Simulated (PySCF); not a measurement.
## Electronic structure of C4H13BF2N2Si (SMILES CN(C)[SiH2]N(C)CB(F)F) in real space

The calculation's input:

```
{"job": {"kind": "nmr", "xc": "PBE0", "basis": "pcSseg-1"}, "charge": 0, "multiplicity": 1}
C     -2.272638     0.043043     0.883279
N     -1.741978     0.010064    -0.455291
C     -2.688552    -0.375403    -1.467976
Si    -0.185309     0.681628    -0.803617
N      0.967598     0.028969     0.315760
C      1.095610    -1.396520     0.488840
C      2.036756     0.804413     0.902945
B      3.439616     0.673517     0.206168
F      3.569340     0.178176    -1.010280
F      4.543880     1.097418     0.798456
H     -1.472701     0.279055     1.601343
H     -2.696180    -0.938121     1.170484
H     -3.076875     0.796304     1.005350
H     -3.115835    -1.374385    -1.256335
H     -3.538706     0.331163    -1.549554
H     -2.201283    -0.423501    -2.453190
H      0.032831     0.354847    -2.249470
H     -0.035960     2.164000    -0.614489
H      1.140499    -1.667185     1.561219
H      0.219631    -1.905787     0.059711
H      2.000951    -1.809901     0.001415
H      1.783561     1.881883     0.860500
H      2.138719     0.590995     1.986768
```

Command:

```sh
OMP_NUM_THREADS=1 python probes_run.py task.json out
```

Geometry: PBE0-D3(BJ)/def2-SVP.

Computed with PySCF, PBE0/pcSseg-1, SCF density, gas phase, non-relativistic.

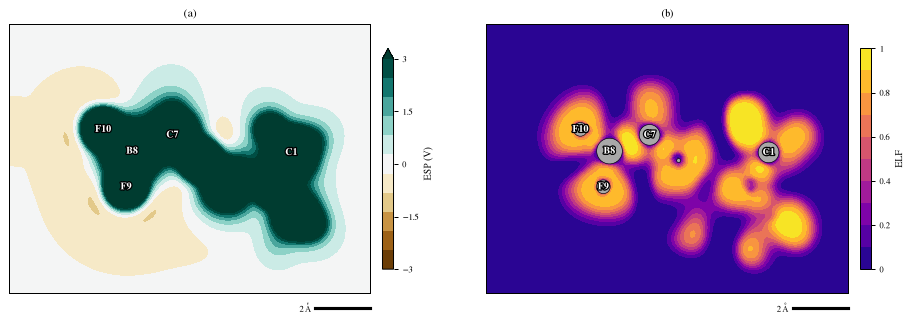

Figure 1. (a) electrostatic potential; (b) electron localisation function on the plane of atoms C7, B8 and F10. Grey discs cover the atomic cores in the ELF map.

### Describe what can be read from this map.

Atoms in the plane: C, B and F. B–F (1.32 Å): the ELF peaks at about 0.85 between the atoms (a polar covalent bond). C–B (1.57 Å): the ELF peaks at about 1 between the atoms; localised, covalent bonding. The ELF also peaks beside F9 and F10, away from the bonds: lone-pair regions. Outside the dense part of the molecule the potential is most negative (−0.9 V) near F9.

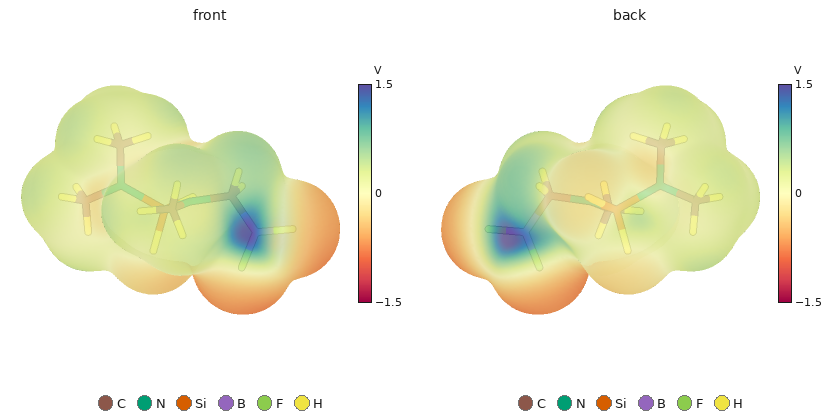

Figure 2. The electrostatic potential painted on the density surface at 0.001 e/bohr³, seen from the front and from behind; the colour scale runs from red (negative) to blue (positive).

### Which sites attract a positive test charge, and which a negative one?

A positive charge is drawn to the negative regions and a negative charge to the positive ones. The most negative region (about −0.7 V, or −16 kcal/mol for a unit charge) lies over F9 and F10, the most positive (about +1.4 V, or +32 kcal/mol for a unit charge) over B8.

### How polar is the molecule by this calculation?

Its dipole moment is 2.09 D.
